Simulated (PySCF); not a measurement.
# C₅H₅BF₂Si: electronic excitations

What electronic excitations should C₅H₅BF₂Si (`FB(F)C#CC1=CC[SiH2]1`) show?

The runs use PySCF 2.14.0, with density-fitted response routines of our own; the level of theory stands in each step. All values are computed, except where a source is named. Atoms are numbered from 0 throughout.

## 1. Starting geometry

14 atoms, charge 0, multiplicity 1; geometry from: GFN2-xTB.

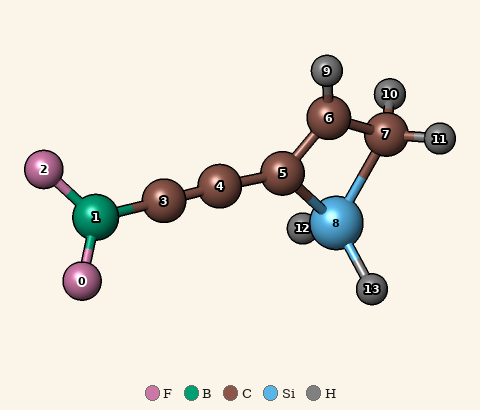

The starting geometry (fluorine pink, boron teal, carbon brown, silicon blue, hydrogen grey), atoms numbered; sticks join atoms by distance.

## 2. Ultraviolet spectrum: CAM-B3LYP/def2-SVPD

What the job is given:

```
{"job": {"kind": "uv", "xc": "CAM-B3LYP", "basis": "def2-SVPD", "nstates": 8, "ntriplets": 3}, "charge": 0, "multiplicity": 1}
F      4.530510     0.023249    -1.061278
B      3.786964    -0.488382    -0.092784
F      4.470275    -1.185661     0.800588
C      2.301510    -0.291705    -0.016388
C      1.101035    -0.119469     0.073217
C     -0.274335     0.052132     0.092631
C     -1.098881     0.394880     1.101023
C     -2.477212     0.416802     0.506632
Si    -1.688528    -0.070763    -1.186906
H     -0.848530     0.626921     2.125069
H     -3.151050    -0.300283     0.975464
H     -2.954308     1.394307     0.576978
H     -1.990967    -1.407148    -1.690771
H     -1.707161     0.954647    -2.225642
```

With the program's defaults for keys left out, this is: TDDFT CAM-B3LYP/def2-SVPD, vertical, gas phase, core orbitals frozen in the response.

The run is started by

```
$ OMP_NUM_THREADS=1 python probes_run.py task.json out
```

One launch serves the whole session: the jobs run in the order shown.

Log:

```text
coarse grid: 13416 points
cycle   1  E = -706.8530217633  dE =  1.422e+00  |g| = 6.716e-01  |ddm| = 2.344e+01
cycle   2  E = -706.8559864166  dE = -2.965e-03  |g| = 7.585e-01  |ddm| = 2.739e+00
cycle   3  E = -706.9475075907  dE = -9.152e-02  |g| = 6.541e-02  |ddm| = 1.860e+00
cycle   4  E = -706.9483440905  dE = -8.365e-04  |g| = 2.844e-02  |ddm| = 2.755e-01
cycle   5  E = -706.9485562253  dE = -2.121e-04  |g| = 6.446e-03  |ddm| = 1.884e-01
cycle   6  E = -706.9485657894  dE = -9.564e-06  |g| = 2.402e-03  |ddm| = 2.583e-02
final grid: 129248 points
cycle   7  E = -707.0530679455  dE = -4.339e-05  |g| = 4.160e-03  |ddm| = 1.611e-01
cycle   8  E = -707.0530645789  dE =  3.367e-06  |g| = 5.621e-03  |ddm| = 2.920e-02
cycle   9  E = -707.0530720906  dE = -7.512e-06  |g| = 8.328e-04  |ddm| = 1.445e-02
cycle  10  E = -707.0530722393  dE = -1.487e-07  |g| = 3.066e-04  |ddm| = 2.391e-03
cycle  11  E = -707.0530722629  dE = -2.358e-08  |g| = 9.255e-05  |ddm| = 9.309e-04
cycle  12  E = -707.0530722658  dE = -2.962e-09  |g| = 2.874e-05  |ddm| = 2.866e-04
cycle  13  E = -707.0530722664  dE = -6.030e-10  |g| = 1.247e-05  |ddm| = 1.508e-04
converged SCF energy = -707.0530722664

Static polarisability (au): isotropic 102.730, principal 67.152 88.100 152.938

Singlet excitations
state   eV       nm        f      main configurations
  1   4.4072    281.3   0.02471   H-1->L 0.45, H->L 0.45
  2   4.9166    252.2   0.12736   H-1->L 0.47, H->L 0.28
  3   5.5753    222.4   0.05247   H->L+1 0.59, H-1->L+1 0.12, H->L+2 0.09
  4   6.3000    196.8   0.00142   H-2->L 0.85
  5   6.3648    194.8   0.06485   H->L+2 0.59
  6   6.4956    190.9   0.38244   H-1->L+1 0.29, H->L+1 0.14, H-3->L 0.10
  7   6.7763    183.0   0.12575   H-4->L 0.64, H-1->L+1 0.10
  8   6.8821    180.2   0.00744   H->L+3 0.80

Triplet excitations (Tamm-Dancoff, eV): 3.1706 4.1814 4.7462
```

Run time: 1.9 min. Hardware: 1 thread of Arm Neoverse N1, shared host; peak memory 1.1 GiB.

Frontier orbitals and where they lie:

```tsv
orbital	eV	atoms
HOMO−3	-11.29	C4 24 %, C5 20 %, C3 16 %
HOMO−2	-10.39	C7 39 %, Si8 24 %, C6 12 %
HOMO−1	-9.29	C3 32 %, C4 26 %, C5 15 %
HOMO	-8.59	C3 23 %, C6 21 %, C5 18 %
LUMO	-0.79	C6 21 %, C3 17 %, C4 16 %
LUMO+1	0.31	Si8 22 %, C4 13 %, C3 11 %
LUMO+2	0.77	Si8 19 %, C7 12 %, C3 9 %
```

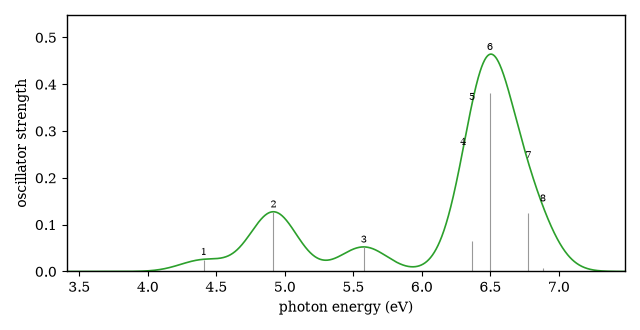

Absorption spectrum from the 8 singlet states computed; above the last one it falls off for lack of states. Lines are broadened to a width of 0.40 eV (Gaussian).

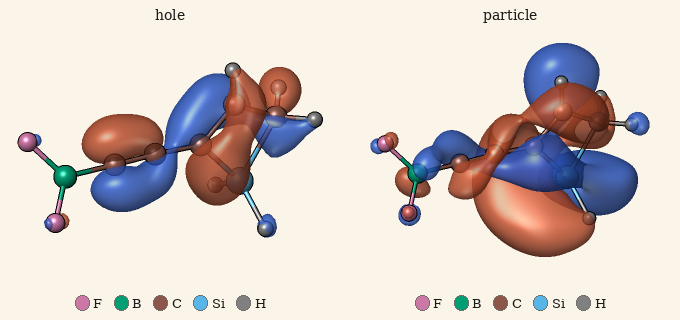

Leading natural transition orbitals of singlet state 6: the electron leaves the hole (left) for the particle orbital (right).

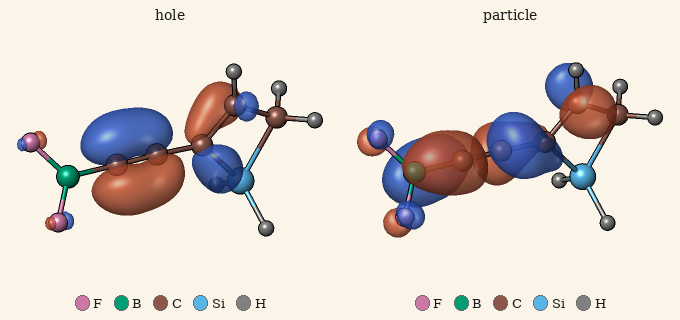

Leading natural transition orbitals of singlet state 1: the electron leaves the hole (left) for the particle orbital (right).

Ground-state properties from the same run:

```tsv
property	computed
dipole moment (D)	4.32
polarisability (Å³)	15.22
HOMO–LUMO gap (eV)	7.80
−ε(HOMO) (eV)	8.59
```

Orbitals, density, ELF and potential are computed afterwards from the orbital file.

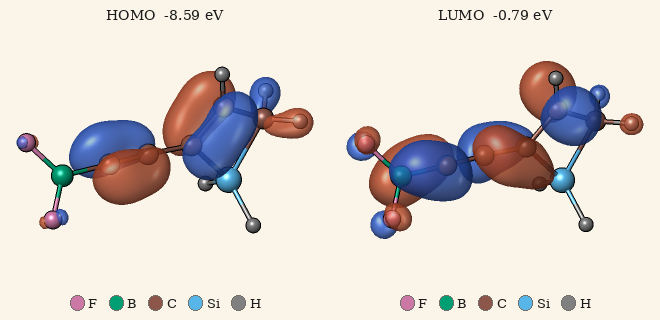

CAM-B3LYP/def2-SVPD orbitals near the gap, drawn at the value that encloses 70 % of each; the two colours are the two signs.

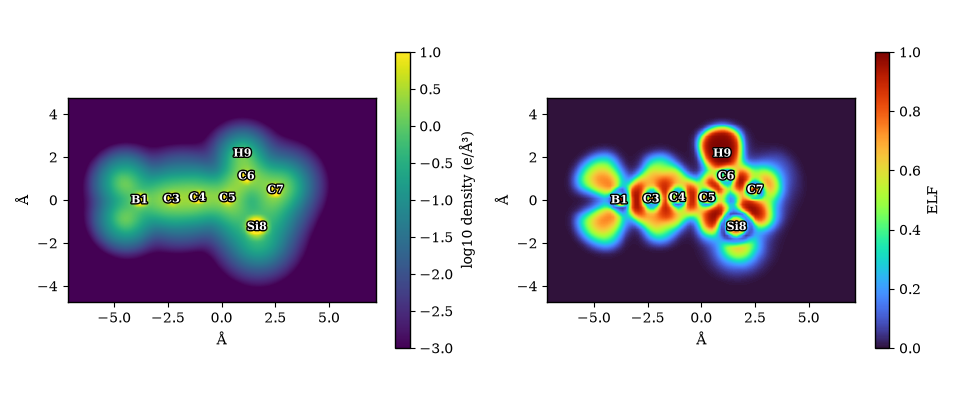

Density (left) and ELF (right) in a plane through or near 8 of the atoms.

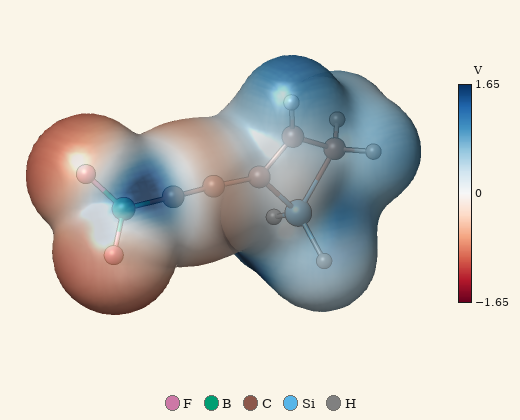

Electrostatic potential on the surface of density 0.002 e/bohr³; red is low, blue high. It runs from -0.89 V near F2 to 1.65 V near Si8.

## 3. Results

| quantity | value |
| --- | --- |
| lowest singlet (CAM-B3LYP/def2-SVPD) | 4.41 eV (281 nm), f = 0.025 |
| brightest single state of those computed | state 6, 6.50 eV, f = 0.382 |
| lowest triplet | 3.17 eV |
| surface potential, least and greatest | -0.89 V and 1.65 V |

The first singlet state (HOMO−1→LUMO 0.45, HOMO→LUMO 0.45) lies at 4.41 eV and is weak; of the 8 states computed, the strongest absorption comes from state 6 at 6.50 eV. The lowest triplet lies 1.24 eV below the lowest singlet (triplets in Tamm-Dancoff, singlets in full TDDFT). By nearest atom (CAM-B3LYP/def2-SVPD), the HOMO sits on C3, C6 about 25 % each; C5 19 % and the LUMO on C6 21 %; C3, C4 about 16 % each.
